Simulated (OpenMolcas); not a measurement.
# C2H10OSi2: single-point calculation (part 2 of 2)

C2H10OSi2; HF/ANO-RCC-VDZP, RHF, DKH8 (OpenMolcas 26.06). The geometry comes from this level: GFN2-xTB.

Geometry of the input (Å):
```
C  -2.6821  0.1797  -0.1442
Si -1.2083  -0.6496  -1.0018
O  0.1559  0.1209  -0.5905
Si 1.4201  0.8750  0.0857
C  2.4840  -0.3959  1.0061
H  -2.5932  0.1297  0.9382
H  -2.7578  1.2294  -0.4165
H  -3.6165  -0.3003  -0.4198
H  -1.0591  -2.0415  -0.5670
H  -1.2904  -0.5304  -2.4587
H  2.1437  1.4841  -1.0317
H  0.8840  1.8802  1.0083
H  1.9266  -0.8812  1.8031
H  2.8383  -1.1747  0.3358
H  3.3546  0.0747  1.4531
```

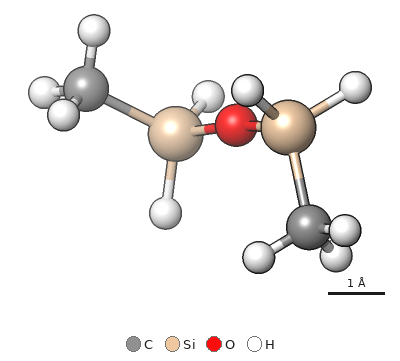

The structure (ball-and-stick view, seen at a tilt).

Log, continued:
```
 ###############################################################################
 ###    WARNING:  EXPERT option is ON!                                       ###
 ###############################################################################
               SEWARD will generate:
                  Multipole Moment integrals up to order  2
                  Kinetic Energy integrals
                  Nuclear Attraction integrals (point charge)
                  One-Electron Hamiltonian integrals
                  Velocity integrals
                  Relativistic Douglas-Kroll-Hess integrals:
                    - Parametrization         : OPT
                    - DKH order of Hamiltonian: 8
                    - DKH order of Properties : 2
                         - multipole moment operators
                         - electric potential operators
                         - contact operators
                  Orbital angular momentum around (  0.1047   0.0982  -0.4293 )
                  Velocity quadrupole around (  0.1047   0.0982  -0.4293 )
                  Atomic mean-field integrals
                  Two-Electron Repulsion integrals

                   Integrals are discarded if absolute value <: 1.00E-14
                   Integral cutoff threshold is set to       <: 1.00E-16

            Nuclear Potential Energy            299.59319494 au

      Basis set specifications :
      Symmetry species         a
      Basis functions          128

--- Stop Module: seward /rc=_RC_ALL_IS_WELL_ ---
--- Module seward spent 1 minute 1 second ---

--- Start Module: scf ---

                                                &SCF

                       available to each process: 1.9 GB of memory, 1 thread

++    Input section:
      --------------

      Header of the integral files:

      Cartesian coordinates in angstrom:
      -----------------------------------------------------
      No.  Label        X            Y            Z
      -----------------------------------------------------
       1   C1        -2.68208000   0.17969000  -0.14418000
       2   SI2       -1.20825000  -0.64963000  -1.00184000
       3   O3         0.15593000   0.12090000  -0.59048000
       4   SI4        1.42014000   0.87495000   0.08565000
       5   C5         2.48401000  -0.39586000   1.00608000
       6   H6        -2.59315000   0.12973000   0.93815000
       7   H7        -2.75781000   1.22940000  -0.41649000
       8   H8        -3.61648000  -0.30025000  -0.41979000
       9   H9        -1.05914000  -2.04151000  -0.56699000
      10   H10       -1.29040000  -0.53045000  -2.45867000
      11   H11        2.14369000   1.48413000  -1.03175000
      12   H12        0.88396000   1.88018000   1.00834000
      13   H13        1.92663000  -0.88124000   1.80311000
      14   H14        2.83829000  -1.17472000   0.33580000
      15   H15        3.35465000   0.07467000   1.45307000
      -----------------------------------------------------
      Nuclear repulsion energy =  299.59319494
--

++    Orbital specifications:
      -----------------------

      Symmetry species               1
                                     a
      Frozen orbitals                0
      Occupied orbitals             29
      Secondary orbitals            99
      Deleted orbitals               0
      Total number of orbitals     128
      Number of basis functions    128
--

      Molecular charge                           0.000

++    Optimization specifications:
      ----------------------------

      SCF Algorithm: Conventional
      Minimized density differences are used
      Number of density matrices in core                 5
      Maximum number of NDDO SCF iterations            400
      Maximum number of HF SCF iterations              400
      Threshold for SCF energy change             1.00E-09
      Threshold for density matrix                1.00E-04
      Threshold for Fock matrix                   1.50E-04
      Threshold for linear dependence             1.00E-09
      Threshold at which DIIS is turned on        1.50E-01
      Maximum depth in the DIIS procedure                5
      Maximum depth in the BFGS Hessian update          30
      Threshold at which QNR/C2DIIS is turned on  7.50E-02
      Threshold for Norm(delta) (QNR/C2DIIS)      1.00E-03
      All orbitals punched on: SCFORB
--

      Input vectors read from INPORB
      Orbital file label: *Guess orbitals

++ Convergence information
                                   SCF        iterations: Energy and convergence statistics

Iter     Tot. SCF        One-elec.       Two-elec.     Energy      Max Dij or  Max Fij      DNorm      TNorm      AccCon     Time
         Energy          Energy          Energy        Change      Delta Norm                                                in Sec.
   1  -735.148321495 -1605.984512524   571.242996085   0.00E+00    2.15E-01*   1.16E-01*    1.00E+01   1.99E+02   None         1.
   2  -735.686853724 -1611.931286051   576.651237382  -5.39E-01*   8.73E-02*   6.02E-02*    2.48E+00   2.00E+02   EDIIS        1.
   3  -735.732350917 -1613.612554705   578.287008844  -4.55E-02*   2.13E-02*   2.61E-02*    7.85E-01   2.01E+02   c2DIIS       1.
   4  -735.760852977 -1612.521298352   577.167250431  -2.85E-02*   1.59E-02*   3.56E-03*    2.09E-01   2.00E+02   QNRc2DIIS    1.
   5  -735.761482546 -1612.735762739   577.381085249  -6.30E-04*   9.96E-03*   1.61E-03*    3.35E-02   2.00E+02   QNRc2DIIS    1.
   6  -735.761602370 -1612.657235978   577.302438663  -1.20E-04*   1.64E-03*   6.51E-04*    1.64E-02   2.00E+02   QNRc2DIIS    1.
   7  -735.761610927 -1612.657761540   577.302955669  -8.56E-06*   4.92E-04    1.17E-04     2.98E-03   2.00E+02   QNRc2DIIS    1.
   8  -735.761611370 -1612.662987194   577.308180880  -4.42E-07*   1.66E-04    3.14E-05     7.48E-04   2.00E+02   QNRc2DIIS    1.
   9  -735.761611417 -1612.661449931   577.306643570  -4.70E-08*   2.30E-05    3.48E-06     2.93E-04   2.00E+02   QNRc2DIIS    1.
  10  -735.761611418 -1612.661253625   577.306447263  -1.12E-09*   7.80E-06    1.31E-06     8.05E-05   2.00E+02   QNRc2DIIS    1.
  11  -735.761611418 -1612.661322816   577.306516453  -9.91E-11    1.24E-06    2.00E-07     1.54E-05   2.00E+02   QNRc2DIIS    1.

       Convergence after  11 Iterations
--

 *****************************************************************************************************************************
 *                                             SCF/KS-DFT Program, Final results                                             *
 *                                                       Final Results                                                       *
 *****************************************************************************************************************************

::    Total SCF energy                               -735.7616114179
      One-electron energy                           -1612.6613228156
      Two-electron energy                             577.3065164533
      Nuclear repulsion energy                        299.5931949444
      Kinetic energy (interpolated)                   744.3020823725
      Virial theorem                                    0.9885255313
      Total spin, S(S+1)                                0.0000000000
      Total spin, S                                     0.0000000000
      Max non-diagonal density matrix element           0.0000007314
      Max non-diagonal Fock matrix element              0.0000000510

      No orbitals printed

++    Molecular charges:
      ------------------

      Mulliken charges per centre
      ---------------------------

                C1      SI2     O3      SI4     C5      H6      H7      H8      H9      H10     H11     H12
      Total    6.0187 13.0405  8.9064 13.0412  6.0170  1.0574  1.0574  1.0601  1.1579  1.1543  1.1544  1.1588

      N-E     -0.0187  0.9595 -0.9064  0.9588 -0.0170 -0.0574 -0.0574 -0.0601 -0.1579 -0.1543 -0.1544 -0.1588

                H13     H14     H15
      Total    1.0577  1.0578  1.0603

      N-E     -0.0577 -0.0578 -0.0603

      Total electronic charge=   58.000000

      Total            charge=   -0.000000
--

++    Static properties:
      ------------------

      LoProp Charges per center

                   C1       SI2      O3       SI4      C5       H6       H7       H8       H9       H10
      Nuclear      6.0000  14.0000   8.0000  14.0000   6.0000   1.0000   1.0000   1.0000   1.0000   1.0000
      Electronic  -6.5656 -12.9653  -8.9164 -12.9654  -6.5652  -0.8930  -0.8915  -0.8920  -1.1691  -1.1651

      Total       -0.5656   1.0347  -0.9164   1.0346  -0.5652   0.1070   0.1085   0.1080  -0.1691  -0.1651

                   H11      H12      H13      H14      H15
      Nuclear      1.0000   1.0000   1.0000   1.0000   1.0000
      Electronic  -1.1651  -1.1699  -0.8928  -0.8912  -0.8923

      Total       -0.1651  -0.1699   0.1072   0.1088   0.1077
--

++    Natural Bond Order analysis
      ---------------------------
      Based on LoProp computed density
      -------------------------------------------------------------------------------------
      Atom A       Atom B       Bond Order | Atom A       Atom B       Bond Order
        C1           SI2            0.791  |   SI4          C5             0.791
      -------------------------------------------------------------------------------------
      NBO located      3.164 electrons involved in    2 bonds.
      NBO located      0.987 non-bonded electrons on atom C1
      NBO located      0.961 non-bonded electrons on atom SI2
      NBO located      0.998 non-bonded electrons on atom SI2
      NBO located      1.000 non-bonded electrons on atom SI2
      NBO located      1.000 non-bonded electrons on atom SI2
      NBO located      1.000 non-bonded electrons on atom SI2
      NBO located      1.000 non-bonded electrons on atom O3
      NBO located      0.944 non-bonded electrons on atom O3
      NBO located      0.961 non-bonded electrons on atom SI4
      NBO located      0.998 non-bonded electrons on atom SI4
      NBO located      1.000 non-bonded electrons on atom SI4
      NBO located      1.000 non-bonded electrons on atom SI4
      NBO located      0.999 non-bonded electrons on atom SI4
      NBO located      0.987 non-bonded electrons on atom C5
      The remaining   17.260 electrons are to be considered as diffuse
--

++    Molecular properties:
      ---------------------

      Charge (e):
                      =   -0.0000
      Dipole Moment (debye):
      Origin of the operator (angstrom)=    0.0554    0.0520   -0.2272
                   X= -1.8418E-01               Y= -1.3975E-01               Z=  6.7204E-01           Total=  7.1069E-01
      Quadrupole Moment (debye*angstrom):
      Origin of the operator (angstrom)=    0.0554    0.0520   -0.2272
                  XX= -4.5687E+01              XY=  1.0852E-01              XZ=  1.0017E+00              YY= -4.9433E+01
                  YZ=  1.6690E-02              ZZ= -4.9227E+01
      In traceless form (debye*angstrom)
                  XX=  3.6431E+00              XY=  1.6278E-01              XZ=  1.5025E+00              YY= -1.9758E+00
                  YZ=  2.5035E-02              ZZ= -1.6673E+00
--

--- Stop Module: scf /rc=_RC_ALL_IS_WELL_ ---
--- Module scf spent 11 seconds ---

.##################.
.# Happy landing! #.
.##################.

    Timing: Wall=73.94 User=68.83 System=5.09
```

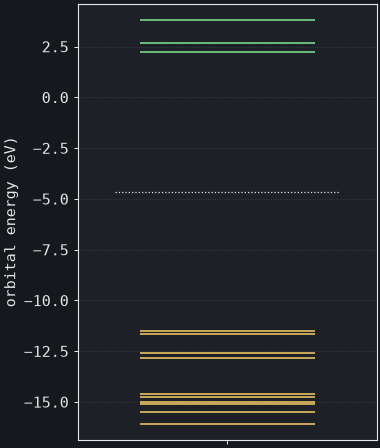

Orbital energies near the frontier; the dotted line parts filled from empty levels, and levels within 0.02 eV of each other stand side by side. Highest filled −11.52 eV, lowest empty 2.24 eV, 13.76 eV apart.

Summary:

- outcome: converged
- total energy: −735.761611 hartree
- basis functions: 128
- HOMO: −11.52 eV
- LUMO: 2.24 eV
- dipole moment: 0.71 debye
- hardware: 1 thread of Arm Neoverse V1, 24 GiB of memory available, shared host
- wall time: 74 s
- peak memory: 0.94 GiB
